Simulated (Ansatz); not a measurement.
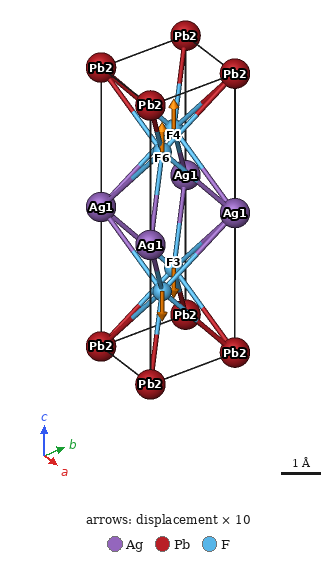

This is a relaxation of solid AgPbF4 (a generated structure, set up in P6/mmm) (coarse preliminary run). The starting structure is drawn; orange arrows show the displacements (the part carried along by the change of the cell is left out), 10 times their true length.

Style: ball-and-stick. Shown: the cell of the calculation, slightly off an axis.

Theory: DFT PBE, scalar-relativistic, plane waves, PAW (Ansatz 0.2.0).

Input file:
```yaml
crystal:
  lattice:
    - [3.49767219, 0.0, 0.0]
    - [-1.7488361, 3.02907297, 0.0]
    - [0.0, 0.0, 7.55497194]
  atoms:
    - { symbol: Ag, position: [0.0, 0.0, 0.5] }
    - { symbol: Pb, position: [0.0, 0.0, 0.0] }
    - { symbol: F, position: [0.33333333, 0.66666667, 0.25] }
    - { symbol: F, position: [0.33333333, 0.66666667, 0.75] }
    - { symbol: F, position: [0.66666667, 0.33333333, 0.25] }
    - { symbol: F, position: [0.66666667, 0.33333333, 0.75] }
basis:
  ecutwfc: 420
kpoints:
  mp_grid: { grid: [6, 6, 2] }
hamiltonian:
  xc: pbe
scf:
  occupations: { method: gaussian, width: 0.1 }
  lower_state_search: "off"
output:
  forces: true
  stress: true
  eigenvalues: true
relax:
  adjacent_minimum: "off"
  f_tol: 0.04
  max_steps: 70
  cell: { stress_tol: 0.4 }
```

Command:
```bash
ansatz run input.yaml --threads 1 --pin off --max-ram 2048MiB --backend cpu --events-out ev --progress --plain --runs-dir out
```

Which element moves most?

Fluorine: up to 0.082 Å, against 0.000 Å for silver.

What did the optimiser do to the structure, and how much energy did it gain?

After 8 accepted moves (10 points after the start) the energy has fallen by 555 meV per atom. The largest force component goes from 0.72 to 0.011 eV/Å. Pressure: 14.45 GPa at the start and 0.28 GPa at the end. The SCF was repeated twice at an unchanged geometry on a basis and grid sized afresh for the cell, which shifted the energy by 42.7 meV per atom at most. The largest moves relative to the cell, 0.082 Å, are those of F3, F4, F5 and F6. F5 goes along −c. Ag and Pb stay in place. Cell: a = b 3.498 → 4.034 Å (+15.3 %), c 7.555 → 5.925 Å (−21.6 %). Volume +4.3 %. Some distances before and after: Pb2–F3 2.765 → 2.717 Å, Ag1–F3 2.765 → 2.806 Å. The space group stays P6/mmm (No. 191).

Limits of the set-up: the k-point mesh is coarse for a cell with partly filled bands; an odd number of electrons was run without spin polarisation, which fails if the electron would localise.
